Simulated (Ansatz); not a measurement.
**Run report: CH8AsBSi, geometry relaxation (part 2 of 2)**

CH8AsBSi, SMILES B[AsH]C[SiH3]; RKS PBE-D4/def2-SVP (Ansatz 0.2.0). The geometry: force-field start.

Geometry of the input (Å):
```
B  -0.5132  2.4163  0.4469
As 0.8544  0.9985  0.5674
C  -0.4477  -0.4224  0.0711
Si 0.5925  -2.0035  -0.2057
H  -1.4135  2.5206  1.2306
H  -0.5817  3.1969  -0.5022
H  1.3448  1.2102  -0.9083
H  -1.1010  -0.5537  0.9056
H  -0.9566  -0.1344  -0.8001
H  1.4825  -1.8243  -1.2747
H  1.2276  -2.3882  1.0457
H  -0.4110  -3.0711  -0.5424
```

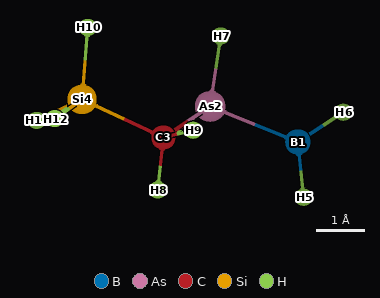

**Figure 1.** The geometry at step 6 of the log (ball-and-stick view, seen at an oblique angle; atoms are numbered from 1 in the order of the input).

**Output, continued**
```
Atom 6 at     1.356553     1.215142    -0.971003 Å, force    -0.010028    -0.011287    -0.006733 eV/Å
Atom 7 at    -1.085134    -0.649449     0.991160 Å, force     0.007416     0.001959    -0.001347 eV/Å
Atom 8 at    -1.152704    -0.371462    -0.774031 Å, force     0.007558     0.005053    -0.000923 eV/Å
Atom 9 at     1.484999    -1.924939    -1.365962 Å, force    -0.009089    -0.002597     0.004866 eV/Å
Atom 10 at     1.407605    -2.372142     1.037664 Å, force    -0.000570    -0.002562    -0.009882 eV/Å
Atom 11 at    -0.326468    -3.283417    -0.439136 Å, force     0.007736     0.010358     0.003449 eV/Å
Dipole moment:    -0.129658    -0.102119    -0.084673 e Å
```

**Trajectory as extended XYZ (Å, eV, eV/Å), 10 frames, from step=1 to step=10**
```
12
Properties=species:S:1:pos:R:3:forces:R:3 step=1 energy=-70533.76166
B    -0.5132    2.4163    0.4469   -0.5376   0.7139  -0.8062
As    0.8544    0.9985    0.5674    0.9023   0.3151  -0.3864
C    -0.4477   -0.4224    0.0711    2.2125  -0.7352   0.7101
Si    0.5925   -2.0035   -0.2057   -2.4562   0.0048   0.9003
H    -1.4135    2.5206    1.2306   -0.2296  -0.1798   0.4754
H    -0.5817    3.1969   -0.5022    0.2754  -0.0731   0.2793
H     1.3448    1.2102   -0.9083    0.0171  -0.1250   0.4832
H    -1.1010   -0.5537    0.9056   -1.0062  -0.2296   0.9911
H    -0.9566   -0.1344   -0.8001   -1.2540   0.4460  -1.6885
H     1.4825   -1.8243   -1.2747    1.4452   0.2483  -1.5246
H     1.2276   -2.3882    1.0457    0.5599  -0.1663   0.7012
H    -0.4110   -3.0711   -0.5424    0.0713  -0.2191  -0.1348
12
Properties=species:S:1:pos:R:3:forces:R:3 step=2 energy=-70534.09195
B    -0.5868    2.4630    0.3851    0.2055   0.7614  -0.2821
As    0.8607    1.0819    0.5131   -0.1327  -0.0659  -0.1126
C    -0.4214   -0.4296    0.0959    0.7929  -0.4483  -0.0531
Si    0.5291   -2.0609   -0.2034   -0.6566   0.1692   0.3702
H    -1.4603    2.4983    1.2306   -0.0756  -0.2122  -0.0678
H    -0.5357    3.3803   -0.4477   -0.0190  -0.3560   0.3474
H     1.4436    1.2444   -0.9090   -0.1045  -0.0747   0.0960
H    -1.0702   -0.5678    0.9690   -0.3118   0.0799   0.2821
H    -1.0186   -0.1861   -0.7870   -0.3698   0.1102  -0.2681
H     1.5006   -1.8668   -1.2833    0.4939   0.0518  -0.5300
H     1.2391   -2.4224    1.0547    0.1622  -0.1098   0.1959
H    -0.4030   -3.1893   -0.5839    0.0154   0.0943   0.0221
12
Properties=species:S:1:pos:R:3:forces:R:3 step=3 energy=-70534.15634
B    -0.5565    2.5568    0.3917   -0.3615  -0.0922  -0.1864
As    0.8367    1.1051    0.4913   -0.2412  -0.1175  -0.1368
C    -0.4135   -0.4511    0.1044    0.0252  -0.0235  -0.0047
Si    0.5298   -2.0794   -0.1966    0.1060   0.1573   0.0734
H    -1.5287    2.4329    1.1487    0.3704   0.1107  -0.2667
H    -0.4795    3.5081   -0.3870    0.0796  -0.1640   0.4042
H     1.4113    1.2181   -0.9277    0.0069   0.0498  -0.0044
H    -1.0527   -0.5617    1.0077   -0.0057   0.0153  -0.0974
H    -1.0705   -0.2251   -0.7673    0.1081   0.0059   0.2205
H     1.5393   -1.8956   -1.3026   -0.0503  -0.0134   0.0266
H     1.2672   -2.4652    1.0618   -0.0390  -0.0133  -0.0671
H    -0.4058   -3.1981   -0.5905    0.0015   0.0848   0.0388
12
Properties=species:S:1:pos:R:3:forces:R:3 step=4 energy=-70534.19254
B    -0.5713    2.5500    0.3495   -0.0414   0.1892   0.1782
As    0.8126    1.0950    0.4551   -0.3686   0.0524  -0.1445
C    -0.4248   -0.4705    0.1134    0.0310   0.0359  -0.0325
Si    0.5464   -2.0761   -0.1849    0.0728   0.0428  -0.0422
H    -1.5470    2.4169    1.0949    0.2337   0.0586  -0.3229
H    -0.4068    3.5910   -0.2913   -0.0244  -0.3316   0.2417
H     1.3851    1.2146   -0.9623    0.0304  -0.0153  -0.0279
H    -1.0624   -0.5744    1.0207    0.0870   0.0116  -0.1064
H    -1.0950   -0.2486   -0.7493    0.1432  -0.0612   0.1880
H     1.5553   -1.8931   -1.3023   -0.1342  -0.0010   0.1361
H     1.2847   -2.4787    1.0692   -0.0434   0.0353  -0.0810
H    -0.3997   -3.1811   -0.5787    0.0139  -0.0166   0.0133
12
Properties=species:S:1:pos:R:3:forces:R:3 step=5 energy=-70534.23664
B    -0.5810    2.5982    0.3545    0.0544   0.0361  -0.0859
As    0.7195    1.0937    0.3927    0.1380   0.2852  -0.1402
C    -0.4207   -0.5067    0.1187   -0.2863   0.0331   0.0064
Si    0.5545   -2.0878   -0.1806    0.2025  -0.1680  -0.0556
H    -1.6158    2.4745    0.9899    0.0712   0.0343  -0.0701
H    -0.2773    3.6663   -0.1589   -0.0259  -0.1436   0.1516
H     1.3738    1.2138   -1.0011   -0.1284  -0.0334   0.1833
H    -1.0277   -0.6103    1.0440    0.0246  -0.0093  -0.0357
H    -1.1266   -0.3270   -0.7166    0.0072  -0.0225   0.0133
H     1.5457   -1.8807   -1.3009   -0.0505  -0.0199   0.0502
H     1.3078   -2.4813    1.0633   -0.0089   0.0096  -0.0373
H    -0.3749   -3.2077   -0.5710    0.0021  -0.0016   0.0200
12
Properties=species:S:1:pos:R:3:forces:R:3 step=6 energy=-70534.24840
B    -0.5802    2.6220    0.3444    0.0486   0.0020   0.0241
As    0.6923    1.1053    0.3759    0.0794   0.0746  -0.1281
C    -0.4279   -0.5201    0.1155   -0.1962   0.0738   0.0352
Si    0.5649   -2.0968   -0.1783    0.1273  -0.1012  -0.0363
H    -1.6295    2.5020    0.9474   -0.0190   0.0297  -0.0304
H    -0.2248    3.7039   -0.0876   -0.0137  -0.0650   0.0355
H     1.3396    1.2132   -1.0138   -0.0386  -0.0077   0.0987
H    -1.0281   -0.6269    1.0442    0.0181  -0.0113  -0.0161
H    -1.1434   -0.3596   -0.7154    0.0185   0.0036  -0.0031
H     1.5487   -1.8902   -1.3018   -0.0253  -0.0102   0.0184
H     1.3255   -2.4841    1.0614    0.0000   0.0163  -0.0129
H    -0.3600   -3.2237   -0.5581    0.0008  -0.0045   0.0147
12
Properties=species:S:1:pos:R:3:forces:R:3 step=7 energy=-70534.25333
B    -0.5750    2.6407    0.3650   -0.0180  -0.0026  -0.0085
As    0.6555    1.0966    0.3658    0.0246  -0.0068   0.0062
C    -0.4519   -0.5370    0.0955    0.0211  -0.0217  -0.0072
Si    0.5800   -2.1045   -0.1786   -0.0329   0.0019   0.0140
H    -1.6520    2.5728    0.9250    0.0120  -0.0265   0.0063
H    -0.1494    3.7107   -0.0206    0.0097   0.0205  -0.0058
H     1.3041    1.2184   -1.0139    0.0155   0.0082   0.0061
H    -1.0571   -0.6546    1.0180   -0.0193  -0.0005  -0.0053
H    -1.1504   -0.3866   -0.7501   -0.0315   0.0050  -0.0042
H     1.5344   -1.9122   -1.3266   -0.0028   0.0086  -0.0021
H     1.3691   -2.4386    1.0576    0.0104   0.0170  -0.0043
H    -0.3302   -3.2607   -0.5031    0.0111  -0.0031   0.0048
12
Properties=species:S:1:pos:R:3:forces:R:3 step=8 energy=-70534.25313 accepted=F
B    -0.5693    2.6284    0.3620    0.0360  -0.0079   0.0189
As    0.6672    1.0875    0.3821   -0.0820  -0.0227   0.0263
C    -0.4645   -0.5311    0.0782   -0.0197  -0.0529   0.0066
Si    0.5646   -2.1022   -0.1786    0.0417   0.0510  -0.0680
H    -1.6453    2.5379    0.9201   -0.0115   0.0020  -0.0177
H    -0.1533    3.7032   -0.0226   -0.0111   0.0093   0.0082
H     1.3614    1.2328   -0.9726   -0.0177  -0.0467  -0.0257
H    -1.0758   -0.6574    0.9957    0.0003   0.0588   0.0343
H    -1.1699   -0.3756   -0.7634    0.0681   0.0225   0.0041
H     1.4872   -1.9099   -1.3519    0.0098  -0.0309  -0.0180
H     1.3996   -2.3815    1.0406   -0.0125  -0.0039   0.0132
H    -0.3249   -3.2871   -0.4556   -0.0015   0.0213   0.0179
12
Properties=species:S:1:pos:R:3:forces:R:3 step=9 energy=-70534.25441
B    -0.5684    2.6265    0.3656   -0.1136   0.1515   0.0101
As    0.6599    1.0920    0.3685    0.0903  -0.0882  -0.0018
C    -0.4579   -0.5319    0.0871    0.0032  -0.0293  -0.0042
Si    0.5742   -2.1001   -0.1779   -0.0255   0.0151   0.0085
H    -1.6504    2.5406    0.9194    0.0587  -0.0020  -0.0236
H    -0.1490    3.7065   -0.0082   -0.0213  -0.0396   0.0148
H     1.3227    1.2163   -1.0042    0.0144   0.0037   0.0067
H    -1.0700   -0.6430    1.0061   -0.0076  -0.0072  -0.0045
H    -1.1522   -0.3743   -0.7611   -0.0114  -0.0041  -0.0035
H     1.5135   -1.9135   -1.3387    0.0019   0.0023  -0.0095
H     1.3827   -2.4056    1.0528    0.0088   0.0055   0.0030
H    -0.3281   -3.2688   -0.4754    0.0020  -0.0077   0.0038
12
Properties=species:S:1:pos:R:3:forces:R:3 step=10 energy=-70534.25593
B    -0.5701    2.6308    0.3673    0.0159  -0.0172  -0.0115
As    0.6600    1.0850    0.3845   -0.0147   0.0205   0.0169
C    -0.4640   -0.5336    0.0784   -0.0087   0.0000  -0.0089
Si    0.5703   -2.0996   -0.1825    0.0061  -0.0029   0.0066
H    -1.6500    2.5404    0.9179   -0.0052  -0.0022  -0.0022
H    -0.1539    3.7081   -0.0105    0.0035   0.0008   0.0097
H     1.3566    1.2151   -0.9710   -0.0100  -0.0113  -0.0067
H    -1.0851   -0.6494    0.9912    0.0074   0.0020  -0.0013
H    -1.1527   -0.3715   -0.7740    0.0076   0.0051  -0.0009
H     1.4850   -1.9249   -1.3660   -0.0091  -0.0026   0.0049
H     1.4076   -2.3721    1.0377   -0.0006  -0.0026  -0.0099
H    -0.3265   -3.2834   -0.4391    0.0077   0.0104   0.0034
```
